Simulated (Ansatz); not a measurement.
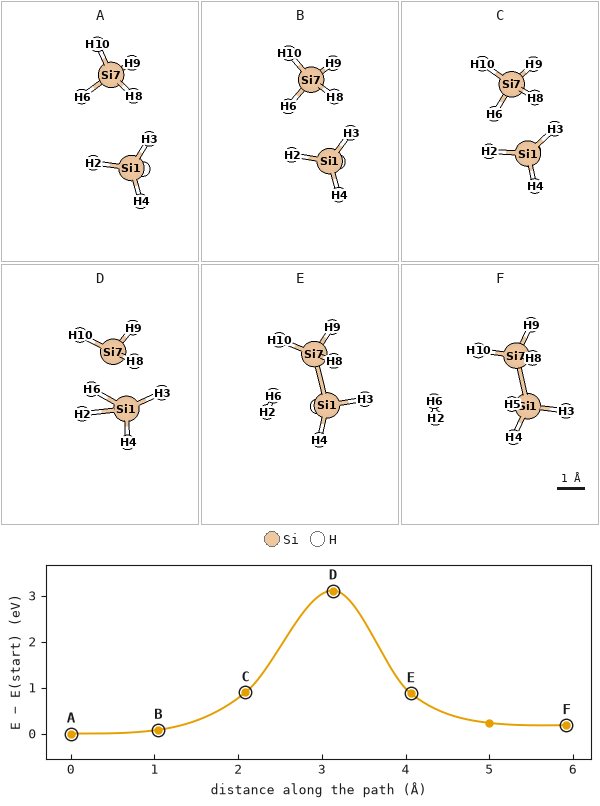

A nudged-elastic-band calculation for Si$_{2}$H$_{8}$, made up of SiH₄ and SiH4. Images are numbered from 0 (start) to 6 (end). Frames A to F are images 0, 1, 2, 3, 4, 6. The picture is a ball-and-stick view, seen from a free direction.

All numbers below come from Ansatz, RKS PBE0-D4/def2-SVP. Settings: 5 movable images; climbing image.

> Read off the barrier and say what moves.

The highest point, image 3, lies 3.11 eV above the start and 2.93 eV above the end; the end is at +0.18 eV relative to the start. Breaking: H6–Si7 (1.48 → 1.88 at the top → 3.75 Å), Si1–H2 (1.48 → 1.72 at the top → 3.59 Å). Forming: H2–H6 (3.10 → 1.16 at the top → 0.75 Å), Si1–Si7 (4.30 → 2.64 at the top → 2.34 Å). The band converged in 17 iterations. The largest component of the band force went from 4.2 to 0.023 eV/Å. The climbing image converged on the top of the path. Its curvatures weren't checked. The largest force component is 0.15 eV/Å at the start and 0.53 eV/Å at the end; an end with forces this large is no minimum, and the barrier measured from it can be far off.

Limits of the set-up: the start holds two separate molecules, 3.0 Å apart at their closest, whose relative position is a soft coordinate.

Cost: 120 s on 2 threads of Arm Neoverse V2, on a shared host.
